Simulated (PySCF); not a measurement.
# C₈H₁₆: excited states, first hyperpolarisability

Aim: compute the excited states, first hyperpolarisability of C₈H₁₆ (`C=C(C)CC(C)(C)C`).

Programs: PySCF 2.14.0, with routines of our own; each step states its level. All values are computed. Atoms count from 0.

## Step 1: The starting structure

24 atoms, charge 0, multiplicity 1; geometry from: GFN2-xTB.

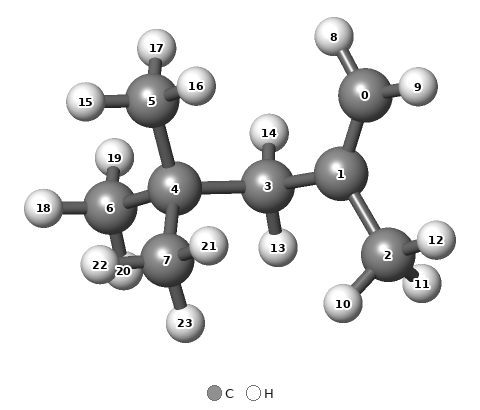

The starting geometry (carbon grey, hydrogen white).

## Step 2: Relaxing the molecule at PBE0-D3(BJ)/def2-SVP

What the job is given:

```
{"job": {"xc": "PBE0", "basis": "def2-SVP", "d3": "d3bj", "grid": 2, "kind": "geom"}, "charge": 0, "multiplicity": 1}
C      2.120865     1.291376    -0.020443
C      1.577824     0.122083    -0.323373
C      2.315353    -1.165782    -0.106634
C      0.219255     0.011381    -0.964039
C     -0.982342     0.046623     0.010221
C     -1.064355     1.398545     0.719062
C     -2.258179    -0.166357    -0.810749
C     -0.872593    -1.061076     1.058712
H      1.619615     2.223654    -0.217143
H      3.095326     1.365145     0.433554
H      1.710544    -1.878906     0.448922
H      2.552460    -1.617455    -1.070869
H      3.244756    -0.997403     0.431680
H      0.170498    -0.923775    -1.526491
H      0.092120     0.834118    -1.671599
H     -1.936139     1.429846     1.369614
H     -0.178465     1.565746     1.326120
H     -1.148872     2.206842    -0.004073
H     -3.135274    -0.128938    -0.168093
H     -2.359310     0.605383    -1.570890
H     -2.240374    -1.134872    -1.306291
H     -0.015184    -0.893024     1.705884
H     -1.766275    -1.077776     1.679785
H     -0.772988    -2.035614     0.584688
```

Command:

```bash
$ OMP_NUM_THREADS=1 python excited_run.py task.json out
```

The driver reads the jobs from task.json and runs them one after another.

The log of the run:

```text
step   0  E = -313.87707052  max force = 0.014780
step   1  E = -313.87961056  max force = 0.001946
step   2  E = -313.87964114  max force = 0.000403
step   3  E = -313.87964725  max force = 0.000482
step   4  E = -313.87965184  max force = 0.000530
step   5  E = -313.87965586  max force = 0.000270
optimisation converged
```

It took 72 s on 1 thread of AMD EPYC 9R45, shared host; peak memory 0.87 GiB.

Relaxation path:

| step | energy from step 0 (eV) | largest force component (eV/Å) |
| --- | --- | --- |
| 0 | 0.0000 | 0.7600 |
| 1 | -0.0691 | 0.1001 |
| 2 | -0.0700 | 0.0207 |
| 3 | -0.0701 | 0.0248 |
| 4 | -0.0702 | 0.0273 |
| 5 | -0.0704 | 0.0139 |

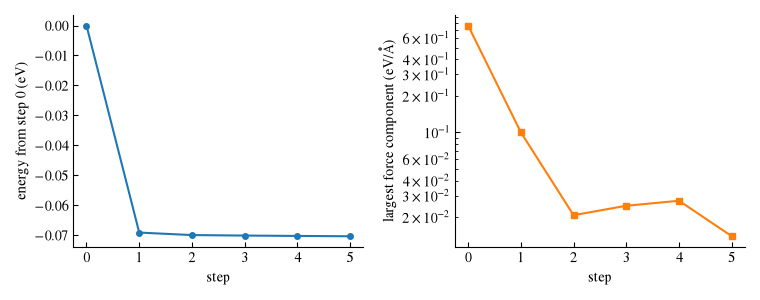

Energy and force, step by step.

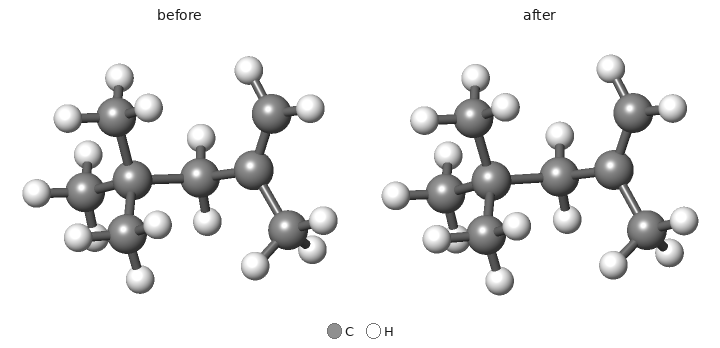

The geometry before (left) and after (right).

Close pairs (by a distance rule), those that changed most:

| bond | before (Å) | after (Å) | change (Å) |
| --- | --- | --- | --- |
| C0–H8 | 1.077 | 1.094 | +0.017 |
| C0–H9 | 1.078 | 1.094 | +0.016 |
| C0–C1 | 1.324 | 1.339 | +0.015 |
| C5–H17 | 1.088 | 1.102 | +0.014 |
| C6–H19 | 1.088 | 1.102 | +0.014 |
| C6–H20 | 1.088 | 1.102 | +0.014 |
| C7–H23 | 1.088 | 1.102 | +0.014 |
| C6–H18 | 1.088 | 1.102 | +0.014 |

The end geometry stands in the next job.

| at the end point | value |
| --- | --- |
| point group (found at 0.08 Å tolerance) | C1 |
| rotational constants (GHz, main isotopes) | 2.996, 1.362, 1.211 |
| dipole moment (D) | 0.48 |

## Step 3: Excited states: TDA CAM-B3LYP/aug-cc-pVDZ

What the job is given:

```
{"job": {"kind": "states", "xc": "CAM-B3LYP", "basis": "aug-cc-pVDZ", "tda": true, "soc": true, "nstates": 6, "ntriplets": 5, "nquad": 4}, "charge": 0, "multiplicity": 1}
C      2.107202     1.346973    -0.065227
C      1.537778     0.167466    -0.344326
C      2.257413    -1.126006    -0.092144
C      0.167657     0.075601    -0.971540
C     -1.048291     0.072594    -0.009204
C     -1.166699     1.418318     0.706706
C     -2.302801    -0.158019    -0.855587
C     -0.935399    -1.040660     1.033475
H      1.606487     2.292537    -0.291319
H      3.098910     1.406106     0.392394
H      1.654312    -1.818124     0.515364
H      2.454715    -1.642639    -1.047179
H      3.219293    -0.967169     0.415506
H      0.116827    -0.841938    -1.583152
H      0.031647     0.919567    -1.667995
H     -2.051766     1.429840     1.362528
H     -0.281390     1.620738     1.327428
H     -1.272390     2.244843    -0.014493
H     -3.209146    -0.142474    -0.229769
H     -2.411559     0.622772    -1.625278
H     -2.263193    -1.132650    -1.368060
H     -0.072661    -0.882505     1.698473
H     -1.838265    -1.068561     1.663974
H     -0.829619    -2.029428     0.558555
```

Method: TDA CAM-B3LYP/aug-cc-pVDZ excited states, vertical, gas phase, spin-orbit mean-field couplings.

The log of the run:

```text
coarse grid: 18608 points
cycle   1  E = -314.2300062208  dE =  8.200e-01  |g| = 3.873e-01  |ddm| = 2.415e+01
cycle   2  E = -314.2488625880  dE = -1.886e-02  |g| = 3.076e-01  |ddm| = 2.942e+00
cycle   3  E = -314.2735783776  dE = -2.472e-02  |g| = 3.046e-02  |ddm| = 1.301e+00
cycle   4  E = -314.2737831439  dE = -2.048e-04  |g| = 1.904e-02  |ddm| = 3.108e-01
cycle   5  E = -314.2738724224  dE = -8.928e-05  |g| = 1.756e-03  |ddm| = 7.123e-02
cycle   6  E = -314.2738732161  dE = -7.937e-07  |g| = 7.695e-04  |ddm| = 1.173e-02
final grid: 175616 points
cycle   7  E = -314.3025800146  dE = -4.609e-05  |g| = 4.790e-03  |ddm| = 5.748e-01
cycle   8  E = -314.3025811208  dE = -1.106e-06  |g| = 4.479e-03  |ddm| = 7.536e-02
cycle   9  E = -314.3025863963  dE = -5.275e-06  |g| = 5.814e-04  |ddm| = 1.596e-02
cycle  10  E = -314.3025864663  dE = -7.004e-08  |g| = 2.631e-04  |ddm| = 3.538e-03
cycle  11  E = -314.3025864844  dE = -1.808e-08  |g| = 4.621e-05  |ddm| = 2.069e-03
cycle  12  E = -314.3025864849  dE = -5.494e-10  |g| = 1.569e-05  |ddm| = 2.548e-04
converged SCF energy = -314.3025864849

Singlet excitations
state   eV       nm        f     d(h-e)  d(exc)  Lambda  PR(NTO)  |dmu|/D   mu/D   main configurations
  1   6.1961   200.1   0.02481   0.744   4.254   0.233   1.011    4.308    4.583   H->L 0.70, H->L+1 0.12, H->L+3 0.08
  2   6.6360   186.8   0.15463   0.913   4.085   0.299   1.040    4.305    4.612   H->L+2 0.68, H->L+4 0.09
  3   6.8672   180.5   0.01055   0.291   4.854   0.200   1.009    2.202    2.577   H->L+3 0.63, H->L+1 0.15, H->L+5 0.08
  4   6.9476   178.5   0.03173   0.910   5.192   0.262   1.022    2.429    2.252   H->L+1 0.36, H->L 0.17, H->L+6 0.12
  5   7.4061   167.4   0.00394   1.648   5.297   0.253   1.027                     H->L+4 0.32, H->L+7 0.15, H->L+8 0.15
  6   7.4343   166.8   0.02953   1.047   5.053   0.303   1.040                     H->L+7 0.39, H->L+9 0.23, H->L+6 0.12

Triplet excitations (Tamm-Dancoff)
state   eV     d(h-e)  d(exc)  Lambda  PR(NTO)   main configurations
  1   4.1699   0.056   2.240   0.339   1.007   H->L+9 0.23, H->L+6 0.13, H->L+2 0.12
  2   6.1590   0.525   4.219   0.238   1.011   H->L 0.67, H->L+3 0.08
  3   6.8368   0.281   4.790   0.199   1.014   H->L+3 0.63, H->L+1 0.13, H->L+5 0.09
  4   6.8722   0.431   4.891   0.282   1.025   H->L+2 0.41, H->L+4 0.16, H->L 0.11
  5   7.0523   1.436   5.031   0.301   1.020   H->L+1 0.36, H->L+2 0.20, H->L+9 0.12
S1 - T1 = 2.0262 eV

Spin-orbit couplings |<S|Hso|T>| (cm-1)
             T1       T2       T3       T4       T5
S0        0.109    1.249    0.436    0.611    0.448
S1        0.975    0.177    0.402    0.275    0.880
S2        1.217    0.205    1.525    0.784    0.811
S3        2.932    0.727    0.035    1.037    0.610
S4        1.461    0.143    1.051    0.096    0.321
S5        0.985    0.345    1.890    1.069    1.852
S6        0.535    0.975    0.892    0.812    1.224
T1 sublevels (cm-1): 0.000 0.000 0.000   radiative rates (1/s): 0.00475 0.000948 0.184
```

It took 68 s on 1 thread of AMD EPYC 9R45, shared host; peak memory 1.5 GiB.

In short:

| quantity | value |
| --- | --- |
| S1 less T1 | 2.03 eV |

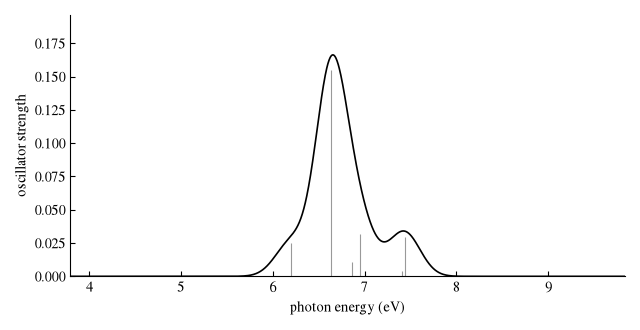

Absorption lines of the singlets. Lines are broadened to a width of 0.40 eV (Gaussian).

## Step 4: Excited states: TDDFT CAM-B3LYP/aug-cc-pVDZ

Settings changed since step 3:

```diff
@@ -1,2 +1,2 @@
-{"job": {"kind": "states", "xc": "CAM-B3LYP", "basis": "aug-cc-pVDZ", "tda": true, "soc": true, "nstates": 6, "ntriplets": 5, "nquad": 4}, "charge": 0, "multiplicity": 1}
+{"job": {"kind": "states", "xc": "CAM-B3LYP", "basis": "aug-cc-pVDZ", "tpa": true, "nstates": 8, "nquad": 6, "ntriplets": 0}, "charge": 0, "multiplicity": 1}
 C      2.107202     1.346973    -0.065227
```

Level: TDDFT CAM-B3LYP/aug-cc-pVDZ excited states, vertical, gas phase, two-photon moments by quadratic response.

The log of the run:

```text
coarse grid: 18608 points
cycle   1  E = -314.2300062208  dE =  8.200e-01  |g| = 3.873e-01  |ddm| = 2.415e+01
cycle   2  E = -314.2488625880  dE = -1.886e-02  |g| = 3.076e-01  |ddm| = 2.942e+00
cycle   3  E = -314.2735783776  dE = -2.472e-02  |g| = 3.046e-02  |ddm| = 1.301e+00
cycle   4  E = -314.2737831439  dE = -2.048e-04  |g| = 1.904e-02  |ddm| = 3.108e-01
cycle   5  E = -314.2738724224  dE = -8.928e-05  |g| = 1.756e-03  |ddm| = 7.123e-02
cycle   6  E = -314.2738732161  dE = -7.937e-07  |g| = 7.695e-04  |ddm| = 1.173e-02
final grid: 175616 points
cycle   7  E = -314.3025800146  dE = -4.609e-05  |g| = 4.790e-03  |ddm| = 5.748e-01
cycle   8  E = -314.3025811208  dE = -1.106e-06  |g| = 4.479e-03  |ddm| = 7.536e-02
cycle   9  E = -314.3025863963  dE = -5.275e-06  |g| = 5.814e-04  |ddm| = 1.596e-02
cycle  10  E = -314.3025864663  dE = -7.004e-08  |g| = 2.631e-04  |ddm| = 3.538e-03
cycle  11  E = -314.3025864844  dE = -1.808e-08  |g| = 4.621e-05  |ddm| = 2.069e-03
cycle  12  E = -314.3025864849  dE = -5.483e-10  |g| = 1.569e-05  |ddm| = 2.548e-04
converged SCF energy = -314.3025864849

Singlet excitations
state   eV       nm        f     d(h-e)  d(exc)  Lambda  PR(NTO)  |dmu|/D   mu/D   delta(TPA)   sigma/GM   main configurations
  1   6.1734   200.8   0.04162   0.946   4.183   0.235   1.017    4.889    5.117       93.09      1.300   H->L 0.67, H->L+1 0.15, H->L+3 0.08
  2   6.4979   190.8   0.15218   1.332   3.884   0.302   1.064    5.612    5.861       32.98      0.510   H->L+2 0.58, H->L+4 0.08, H->L+6 0.08
  3   6.8654   180.6   0.00970   0.296   4.853   0.201   1.009    2.225    2.604       11.66      0.201   H->L+3 0.63, H->L+1 0.16, H->L+5 0.08
  4   6.9346   178.8   0.02463   0.704   5.161   0.264   1.022    1.380    1.192       39.02      0.687   H->L+1 0.30, H->L 0.17, H->L+4 0.12
  5   7.3565   168.5   0.03630   1.690   4.894   0.301   1.044    6.044    5.587      124.81      2.475   H->L+7 0.30, H->L+9 0.23, H->L+2 0.12
  6   7.4110   167.3   0.00377   1.520   5.468   0.290   1.038    4.971    4.559       46.45      0.935   H->L+4 0.33, H->L+6 0.16, H->L+1 0.14
  7   7.5058   165.2   0.01068   1.455   5.142   0.211   1.017                                            H->L+8 0.28, H->L+5 0.23, H->L+7 0.23
  8   7.5729   163.7   0.02729   1.535   5.344   0.249   1.027                                            H->L+5 0.16, H->L+4 0.16, H->L+8 0.15
```

Wall time 82 s (1 thread of AMD EPYC 9R45, shared host); peak memory 1.5 GiB.

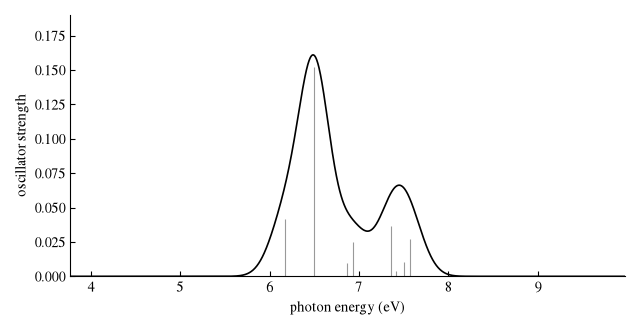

Absorption lines of the singlets. Lines are broadened to a width of 0.40 eV (Gaussian).

## Step 5: First hyperpolarisability: quadratic response CAM-B3LYP/aug-cc-pVDZ

Settings changed since step 4:

```diff
@@ -1,2 +1,2 @@
-{"job": {"kind": "states", "xc": "CAM-B3LYP", "basis": "aug-cc-pVDZ", "tpa": true, "nstates": 8, "nquad": 6, "ntriplets": 0}, "charge": 0, "multiplicity": 1}
+{"job": {"kind": "beta", "xc": "CAM-B3LYP", "basis": "aug-cc-pVDZ"}, "charge": 0, "multiplicity": 1}
 C      2.107202     1.346973    -0.065227
```

Level: quadratic response CAM-B3LYP/aug-cc-pVDZ first hyperpolarisability, Taylor convention, gas phase.

The log of the run:

```text
coarse grid: 18608 points
cycle   1  E = -314.2300062208  dE =  8.200e-01  |g| = 3.873e-01  |ddm| = 2.415e+01
cycle   2  E = -314.2488625880  dE = -1.886e-02  |g| = 3.076e-01  |ddm| = 2.942e+00
cycle   3  E = -314.2735783776  dE = -2.472e-02  |g| = 3.046e-02  |ddm| = 1.301e+00
cycle   4  E = -314.2737831439  dE = -2.048e-04  |g| = 1.904e-02  |ddm| = 3.108e-01
cycle   5  E = -314.2738724224  dE = -8.928e-05  |g| = 1.756e-03  |ddm| = 7.123e-02
cycle   6  E = -314.2738732161  dE = -7.937e-07  |g| = 7.695e-04  |ddm| = 1.173e-02
final grid: 175616 points
cycle   7  E = -314.3025800146  dE = -4.609e-05  |g| = 4.790e-03  |ddm| = 5.748e-01
cycle   8  E = -314.3025811208  dE = -1.106e-06  |g| = 4.479e-03  |ddm| = 7.536e-02
cycle   9  E = -314.3025863963  dE = -5.275e-06  |g| = 5.814e-04  |ddm| = 1.596e-02
cycle  10  E = -314.3025864663  dE = -7.004e-08  |g| = 2.631e-04  |ddm| = 3.538e-03
cycle  11  E = -314.3025864844  dE = -1.808e-08  |g| = 4.621e-05  |ddm| = 2.069e-03
cycle  12  E = -314.3025864849  dE = -5.483e-10  |g| = 1.569e-05  |ddm| = 2.548e-04
converged SCF energy = -314.3025864849

Lowest singlets (eV, f): 6.1734 0.0416  6.4979 0.1522  6.8655 0.0097

First hyperpolarisability (au)
process     nm      |vector|   parallel      HRS      DR
static         -       33.63      16.94      30.53   1.845
shg       1907.0       36.79      18.64      31.91   1.881
eope      1907.0       34.64      17.48          -       -
shg       1064.0       45.29      23.21      35.51   1.975
eope      1064.0       37.03      18.77          -       -
```

It took 60 s on 1 thread of AMD EPYC 9R45, shared host; peak memory 1.5 GiB.

## Step 6: Summary of results

| quantity | value |
| --- | --- |
| point group | C1 |
| rotational constants (main isotopes) | 3.00, 1.36, 1.21 GHz |
| S1 less T1 (step 3, TDA CAM-B3LYP/aug-cc-pVDZ) | 2.03 eV |
| β vector (step 5, quadratic response CAM-B3LYP/aug-cc-pVDZ) | static 34, SHG 1907.0 nm 37, SHG 1064.0 nm 45 au |

In words: Over 5 steps the energy fell by 0.070 eV; of the close pairs, C0–H8 changed most, 1.077 to 1.094 Å. No frequency check was run at this level, so the end point may be a saddle. In step 3, the number of triplets below S1 is 2, and the largest singlet-triplet spin-orbit coupling is S3–T1, 2.93 cm⁻¹. β grows from 34 au (static) to 45 au for doubling at 1064.0 nm: normal dispersion, which grows as twice the photon energy moves toward the bright states.
